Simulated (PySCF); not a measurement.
System: C4H8O (tetrahydrofuran).

Input

```
{"job": {"xc": "WP04", "basis": "pcSseg-2", "kind": "nmr", "pop": true}, "charge": 0, "multiplicity": 1}
C     -0.988655     0.409261    -0.015892
C      0.390112     0.912187     0.396328
C      1.296237    -0.077088    -0.327299
O      0.584061    -1.295893    -0.383213
C     -0.765694    -1.098162    -0.017194
H     -1.797385     0.725718     0.658399
H     -1.236173     0.762393    -1.030559
H      0.517115     0.823905     1.487939
H      0.583972     1.958029     0.117911
H      2.257528    -0.238506     0.188437
H      1.524090     0.274298    -1.352936
H     -0.951602    -1.524490     0.988633
H     -1.417996    -1.631169    -0.728282
```

Run with:

```sh
OMP_NUM_THREADS=1 python ens_run.py task.json out
```

Geometry: PBE0-D3(BJ)/def2-SVP.

Computed with WP04/pcSseg-2, SCF density, gas phase, non-relativistic (PySCF 2.14.0).

Question: What will maps of the electron density and electron localisation function show?

Answer: C–O (1.41 Å): ρ is about 2.1 e/Å³ halfway, with its minimum of 1.8 e/Å³ about 0.5 Å from C; the ELF peaks at about 0.90 between the atoms, as expected for a polar covalent bond.

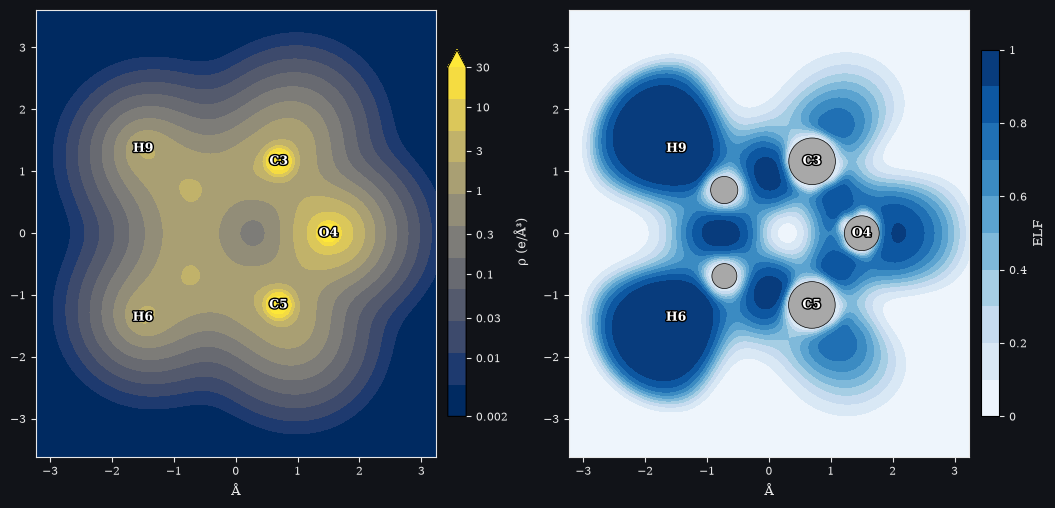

Computed electron density and electron localisation function on the plane of atoms C3, O4 and C5, in this order. Grey discs cover the atomic cores in the ELF map. 
